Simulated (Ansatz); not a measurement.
Breaking the As1–N2 bond in AsN (multiplicity 1 held). Energies count from the point at 1.611 Å.


Restricted levels (R-, RO-) in cc, def2 and unpolarised 6-31G sets keep to the state of the molecule at rest. Unrestricted levels (U-) break spin symmetry where that is lower. Active spaces are followed from rest. Curves can end on different states.

Cores are frozen in the correlated methods. Filled d and f shells under p-block atoms count as core.

Run with Ansatz (Gaussian basis) for Hartree–Fock, density functionals and correlated methods. Each number belongs to the level named beside it.

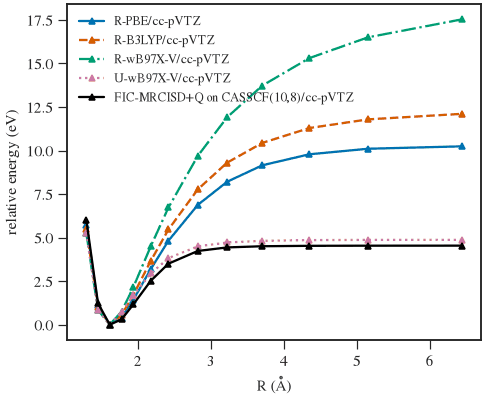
Figure: Relative energy along the coordinate

Task: Read off the R-B3LYP/cc-pVTZ curve at R = 3.706.

Result: about 10 eV

Doubts at one or more of the structures used: a restricted determinant that unrestricted orbitals would lower (R-PBE/cc-pVTZ, R-B3LYP/cc-pVTZ, R-wB97X-V/cc-pVTZ); a spin-contaminated determinant (U-wB97X-V/cc-pVTZ).

Ansatz is a first-principles code.
